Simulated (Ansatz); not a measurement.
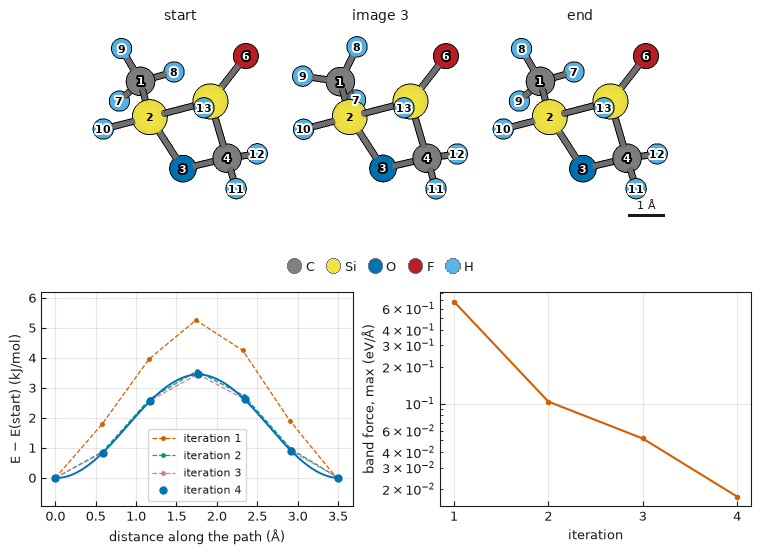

A nudged-elastic-band calculation for C₂H₇FOSi₂. Images are numbered from 0 (start) to 6 (end). The plot follows the band through its iterations. The picture is a ball-and-stick view, seen from a free direction.

All numbers below come from Ansatz 0.2.0, RKS PBE0-D4/STO-3G. Run with 5 movable images; climbing image; force threshold 0.05 eV/Å; iteration limit 60; starting path by image-dependent pair potential.

> Judge this run.

The result is final at these settings. The band converged in 4 iterations. The largest component of the band force went from 0.69 to 0.017 eV/Å. The climbing image converged on the top of the path. Its vibrational analysis gives one imaginary mode (122i cm⁻¹), as a transition state must have. The first iteration put the highest image at 5.26 kJ/mol. The two ends have the same energy, and the highest point, image 3, lies 3.45 kJ/mol above the start.

Limits of the set-up: STO-3G is a minimal basis, so the numbers are rough.
